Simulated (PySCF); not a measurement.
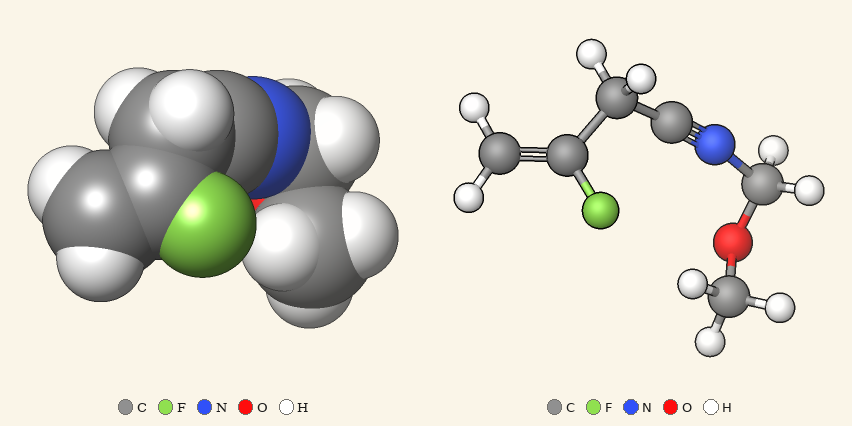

The same structure drawn twice, from different directions.

State: charge +1, singlet. The computed structure is the end point of a PBE0-D3(BJ)/def2-SVP optimisation. No frequency run is at hand to confirm it as a minimum.

Give the formula.

Answer. C₆H₉FNO⁺, 18 atoms: 6 carbon, 9 hydrogen, 1 fluorine, 1 nitrogen and 1 oxygen.

How many bonds of each kind are drawn?

Answer. 9 C–H, 3 C–C, 2 C–N, 2 C–O, 1 C–F.

Describe its rings.

Answer. It has no ring.

More results for the same structure follow; atom numbers are the same in all pictures, views and colours differ.

## Symmetry

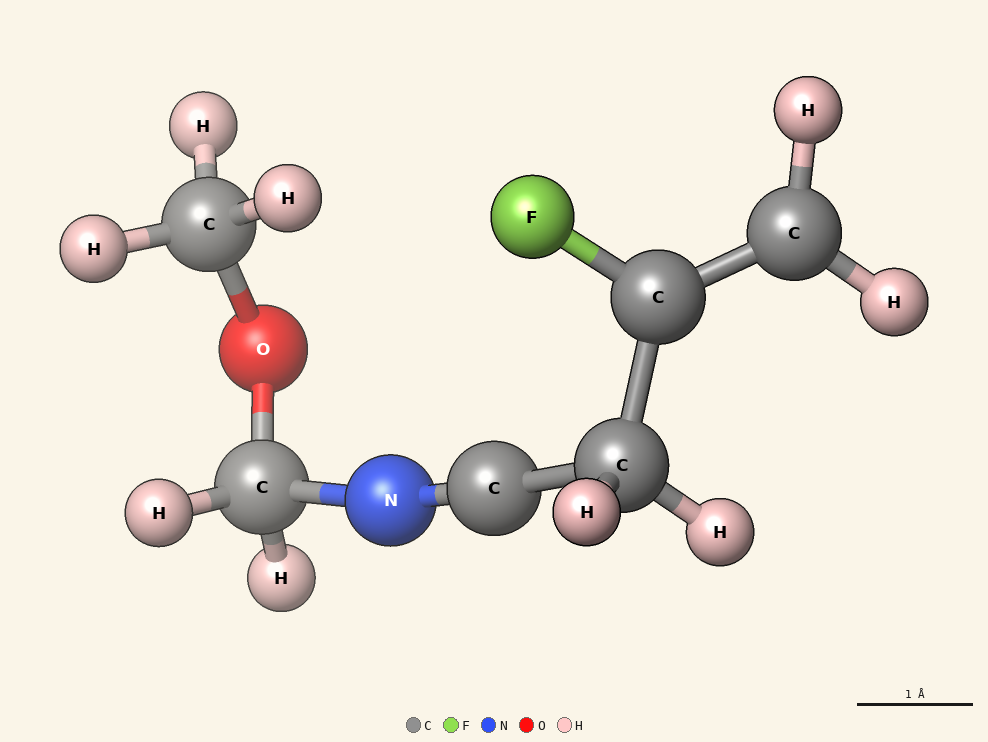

Distant atoms are faded towards the background colour. No frequency run is at hand to confirm it as a minimum. Masses are those of the most abundant isotopes; constants are for the rigid equilibrium geometry.

Classify the rotor and give the rotational constants (MHz).

Answer. An asymmetric top (C1): A = 2876, B = 835, C = 714 MHz. Ray's parameter κ is −0.89, close to the prolate limit.

## Electronic properties

No frequency run is at hand to confirm it as a minimum. Method: B3LYP/def2-SVPD, gas phase (PySCF 2.14.0). Excitations: vertical, linear response.

Computed properties:

- HOMO energy (Kohn–Sham orbital): −11.75 eV
- LUMO energy (Kohn–Sham orbital): −6.39 eV
- HOMO–LUMO gap: 5.37 eV
- mean static polarisability: 81.8 bohr³
- lowest vertical singlet excitation: 4.50 eV
- its oscillator strength: 0.025
- brightest of the 6 lowest singlets: 6.78 eV
- its oscillator strength: 0.04

## Charges

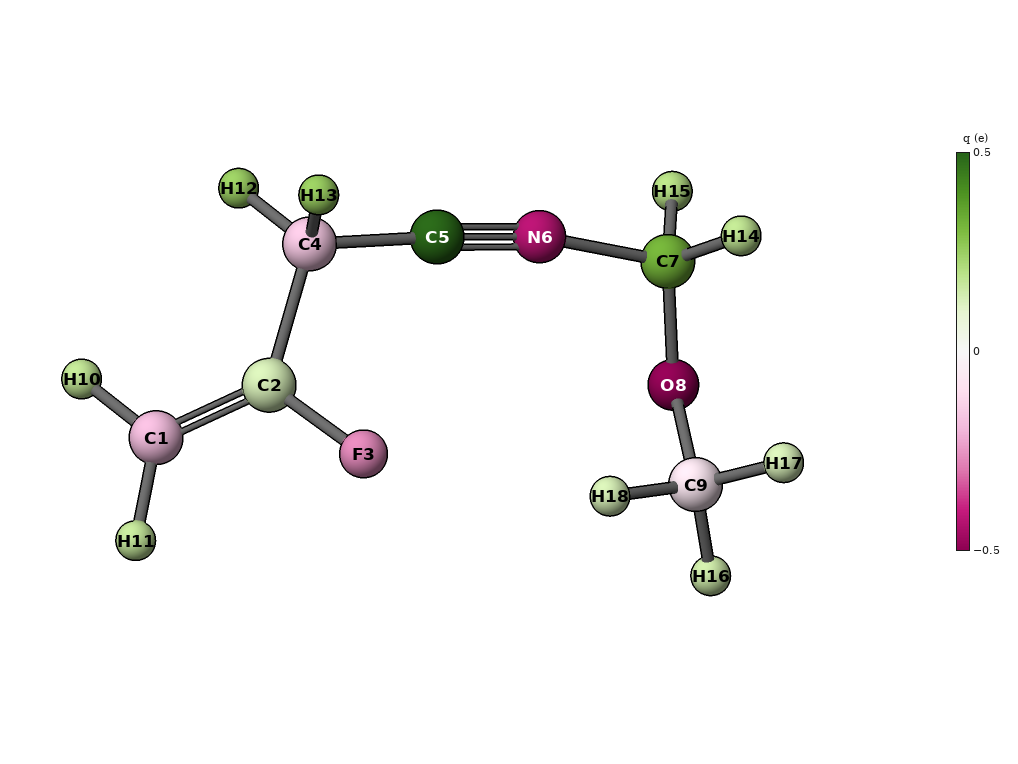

Atoms are coloured by their Mulliken charges. No frequency run is at hand to confirm it as a minimum. Level of theory: PBE0/pcSseg-1 in methanol (IEF-PCM) (PySCF 2.14.0).

Which atom carries the highest charge (most positive or least negative)?

Answer. C5 (0.49 e).

And the lowest?

Answer. O8 (−0.49 e).

List the Mulliken charges.

```tsv
atom	value (e)
C1	−0.18
C2	0.13
F3	−0.27
C4	−0.15
C5	0.49
N6	−0.42
C7	0.32
O8	−0.49
C9	−0.07
H10	0.18
H11	0.17
H12	0.25
H13	0.25
H14	0.18
H15	0.20
H16	0.15
H17	0.13
H18	0.13
```

## Quadrupole coupling

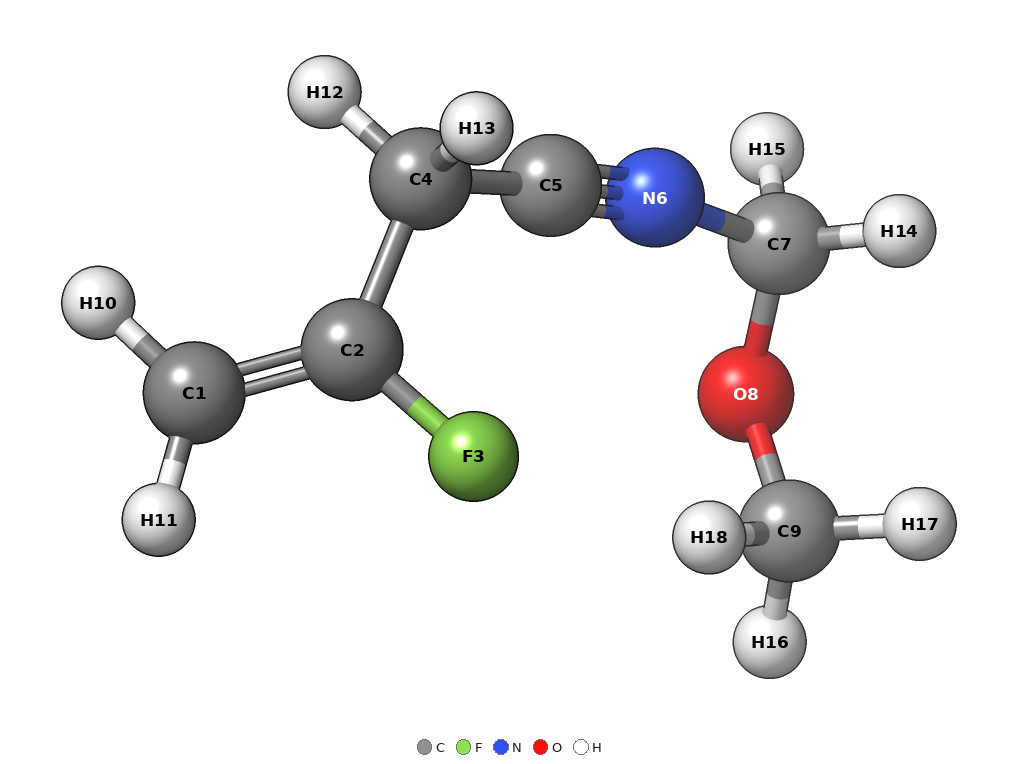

No frequency run is at hand to confirm it as a minimum. Electric field gradients from the ground-state density, PBE0/pcSseg-1 in methanol (IEF-PCM) (PySCF 2.14.0), non-relativistic apart from any core potentials.

Give the largest field-gradient component, the quadrupole coupling constant and the asymmetry for 14N at N6 (Q = 20.44 mb), 17O at O8 (Q = −25.6 mb), 2H at H10 (Q = 2.86 mb), 2H at H11 (Q = 2.86 mb), 2H at H12 (Q = 2.86 mb), 2H at H13 (Q = 2.86 mb).

| atom | V_zz (a.u.) | e²qQ/h (MHz) | η |
| --- | --- | --- | --- |
| N6 | 0.073 | 0.351 | 0.93 |
| O8 | 1.991 | −11.98 | 0.79 |
| H10 | 0.303 | 0.204 | 0.09 |
| H11 | 0.305 | 0.205 | 0.06 |
| H12 | 0.270 | 0.181 | 0.07 |
| H13 | 0.262 | 0.176 | 0.06 |

Mulliken values depend strongly on the basis set and can even reverse the polarity of a bond.
